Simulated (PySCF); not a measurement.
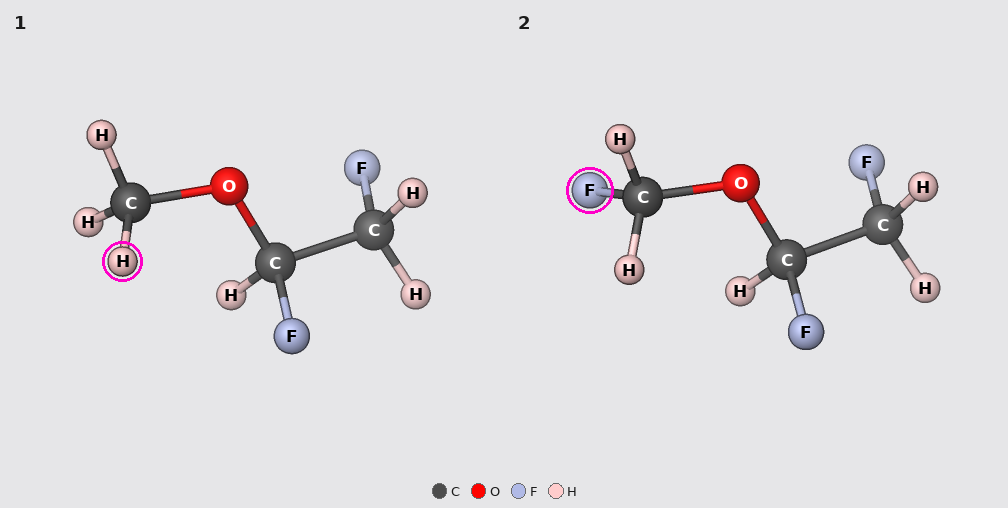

2 molecules with one skeleton, seen from the same side and at one scale; the atom that differs is circled. Charge 0, singlet. Computed geometries: PBE0-D3(BJ)/def2-SVP optimisations, one conformation each. Properties computed with PySCF 2.14.0.

One atom differs, called X below: H in panel 1, F in panel 2. Their formulas are C3H6F2O (`CO[C@H](F)CF`), C3H5F3O (`FCO[C@H](F)CF`).

In which is the dipole moment larger (PBE0/def2-SVP)?

Answer. In panel 2 (X = F).

In which is the HOMO–LUMO gap larger (PBE0/def2-SVP)?

Answer. In panel 2 (X = F).

Give the values. With PBE0-D3(BJ)/def2-SVP: length of X–C (Å), mean angle H–C–X (°). With PBE0/def2-SVP: dipole moment (D), HOMO energy (Kohn–Sham orbital) (eV), HOMO–LUMO gap (eV).

```json
{"quantity": "length of X–C (Å)", "1 (H)": "1.102", "2 (F)": "1.361", "2 − 1": "+0.259"}
{"quantity": "mean angle H–C–X (°)", "1 (H)": "108.9", "2 (F)": "108.6", "2 − 1": "−0.3"}
{"quantity": "dipole moment (D)", "1 (H)": "1.32", "2 (F)": "1.53", "2 − 1": "+0.21"}
{"quantity": "HOMO energy (Kohn–Sham orbital) (eV)", "1 (H)": "−8.46", "2 (F)": "−9.26", "2 − 1": "−0.80"}
{"quantity": "HOMO–LUMO gap (eV)", "1 (H)": "10.47", "2 (F)": "11.11", "2 − 1": "+0.64"}
```
